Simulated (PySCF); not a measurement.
**Excited-state calculation of CH$_{6}$AlFOSi**

CH$_{6}$AlFOSi, computed with TDDFT (CAM-B3LYP)/3-21G, RKS (PySCF 2.14.0).

The geometry comes from this level: PBE0-D4/def2-TZVP.

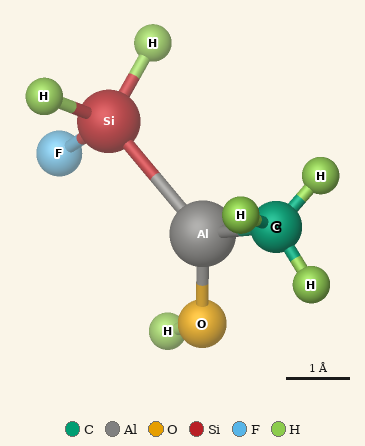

The input geometry (ball-and-stick view, seen at a tilt). Sticks mark near contacts. Bond lengths as drawn: Al–C 1.94 Å, Al–O 1.70 Å, Al–Si 2.47 Å, C–H 1.09 Å, F–Si 1.62 Å, H–O 0.96 Å and H–Si 1.49 Å.

## Results in brief

| quantity | value |
| --- | --- |
| outcome | converged |
| total energy | −744.663047 hartree |
| basis functions | 65 |
| HOMO | −8.38 eV |
| LUMO | 0.14 eV |
| dipole moment | 1.03 D |
| lowest excitation | 5.14 eV |
| hardware | 1 thread of Arm Neoverse V2, 24 GiB of memory available, shared host |
| wall time | 4.7 min |
| peak memory | 0.59 GiB |

## Input file (input.py)
```python
from pyscf import gto, dft, tdscf

mol = gto.M(
    atom=[
    ('C', (-1.366500, 0.129900, 1.541200)),
    ('Al', (-0.007100, 0.532300, 0.214000)),
    ('O', (0.601000, 2.117400, 0.138600)),
    ('Si', (0.930200, -1.088900, -1.400800)),
    ('F', (2.031600, -0.334000, -2.314900)),
    ('H', (-1.616200, 1.011600, 2.136400)),
    ('H', (-1.033600, -0.657700, 2.224800)),
    ('H', (-2.286000, -0.233000, 1.070700)),
    ('H', (1.270800, 2.384100, -0.489700)),
    ('H', (-0.079700, -1.669000, -2.334400)),
    ('H', (1.620600, -2.249700, -0.765300)),
],
    verbose=3,
    spin=0,
    basis='3-21g',
    max_memory=1860,
)

mf = dft.RKS(mol)
mf.xc = 'cam-b3lyp'
mf.conv_tol = 1e-10
mf.grids.level = 4
mf.kernel()
if not mf.converged:
    mf = mf.newton().run(mf.mo_coeff, mf.mo_occ)

e_final = mf.e_tot
print('E(%s) = %.9f' % ('CAM-B3LYP', e_final))

td = mf.TDDFT()
td.nstates = 3
td.kernel()
td.analyze()
roots = td.e * 27.211386
osc = td.oscillator_strength()
print('state   eV      nm      f')
for i, (w, f) in enumerate(zip(roots, osc), 1):
    print('%3d %9.4f %8.1f %9.5f' % (i, w, 1239.842 / w, f))
```

Command:
```bash
OMP_NUM_THREADS=1 python input.py
```

## The program's output
```
converged SCF energy = -744.66304651946
E(CAM-B3LYP) = -744.663046519
Excitation energies (eV)
[5.13811959 5.9211942  6.83898656]

** Singlet excitation energies and oscillator strengths **
state   eV      nm      f
  1    5.1381    241.3   0.01720
  2    5.9212    209.4   0.03932
  3    6.8390    181.3   0.00430
```

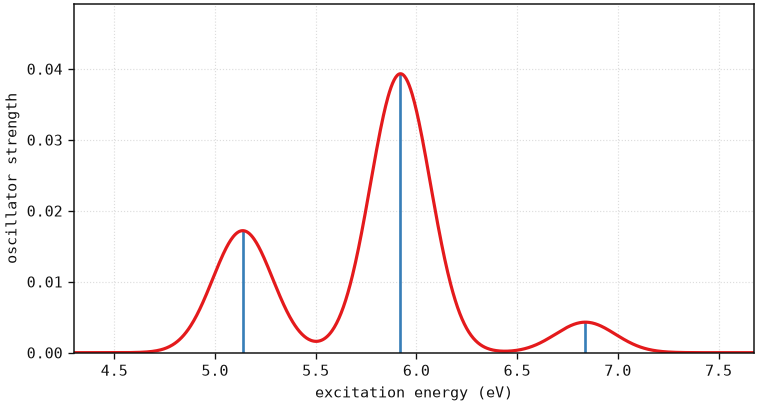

Computed excitations as sticks (degenerate states added up, dark ones marked on the axis), with a Gaussian envelope of 0.35 eV full width at half maximum, scaled to the tallest. Of the 3 states the lowest lies at 5.14 eV (f = 0.017); the strongest line is at 5.92 eV, or 209 nm (f = 0.039).

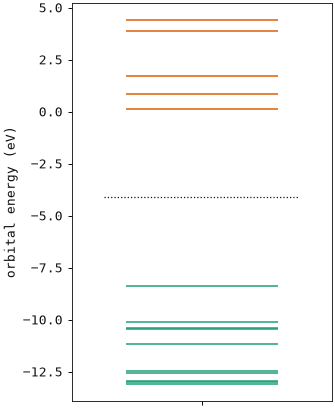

Orbital energies near the frontier; the dotted line parts filled from empty levels, and levels within 0.02 eV of each other stand side by side. Highest filled −8.38 eV, lowest empty 0.14 eV, 8.52 eV apart.
